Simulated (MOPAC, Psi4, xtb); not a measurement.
Two rigid molecules brought together: H2O ··· C4H4O (SMILES O and c1ccoc1). Monomers: optimised at B3LYP-D3(BJ) (def2-TZVP), held rigid. Orientation: a random orientation, not optimised. Only R, the distance of the centres of mass, is varied, so the lowest point isn't the relaxed dimer.

Geometry at R = 3.79 Å (first 3 atoms: monomer A):
```
12

O     -0.0021     0.3896     0.0000
H      0.7660    -0.1907     0.0000
H     -0.7640    -0.1989     0.0000
C      3.9301     2.2420     1.0715
C      3.7542     1.0752     1.8838
C      3.4412     0.0669     1.0342
O      3.4096     0.5218    -0.2488
C      3.7099     1.8492    -0.2067
H      4.1857     3.2346     1.4007
H      3.8494     1.0038     2.9538
H      3.2223    -0.9769     1.1702
H      3.7252     2.3597    -1.1529
```

Methods: GFN1-xTB (xtb); PM3, restricted, heats of formation (MOPAC); PBE/def2-TZVP, counterpoise-corrected (Psi4); SAPT0/jun-cc-pVDZ, frozen core (Psi4); HF/aug-cc-pVDZ, counterpoise-corrected (Psi4).

Interaction energies in kcal/mol (negative: bound); R is the distance of the centres of mass, d the H2···O7 distance.

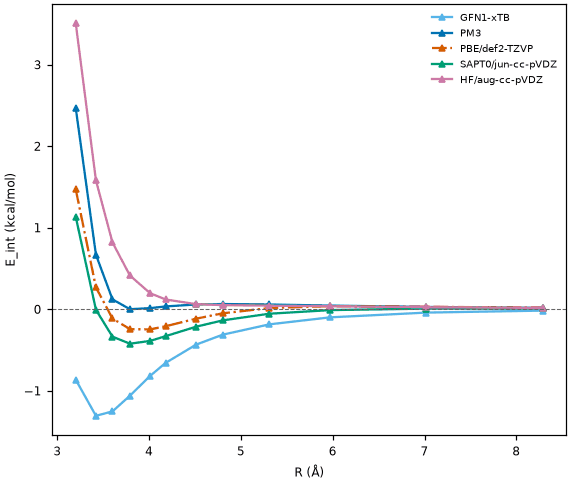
Figure: Interaction energy against separation.

```csv
R / Å,d / Å,GFN1-xTB,PM3,PBE/def2-TZVP,SAPT0/jun-cc-pVDZ,HF/aug-cc-pVDZ
3.20,2.19,-0.87,2.47,1.47,1.13,3.51
3.42,2.39,-1.31,0.67,0.27,-0.01,1.58
3.60,2.57,-1.25,0.12,-0.11,-0.34,0.82
3.79,2.75,-1.06,0.00,-0.25,-0.42,0.41
4.01,2.96,-0.82,0.01,-0.25,-0.39,0.20
4.18,3.13,-0.66,0.03,-0.21,-0.33,0.12
4.51,3.45,-0.44,0.06,-0.12,-0.22,0.06
4.80,3.73,-0.31,0.06,-0.05,-0.14,0.05
5.31,4.23,-0.19,0.06,0.01,-0.06,0.04
5.97,4.88,-0.10,0.04,0.04,-0.01,0.04
7.02,5.92,-0.04,0.03,0.03,0.01,0.02
8.29,7.19,-0.02,0.02,0.02,0.01,0.01
```

Lowest grid point: GFN1-xTB -1.31 kcal/mol at R = 3.42 Å; PM3 0.00 kcal/mol at R = 3.79 Å; PBE/def2-TZVP -0.25 kcal/mol at R = 4.01 Å; SAPT0/jun-cc-pVDZ -0.42 kcal/mol at R = 3.79 Å; HF/aug-cc-pVDZ 0.01 kcal/mol at R = 8.29 Å.
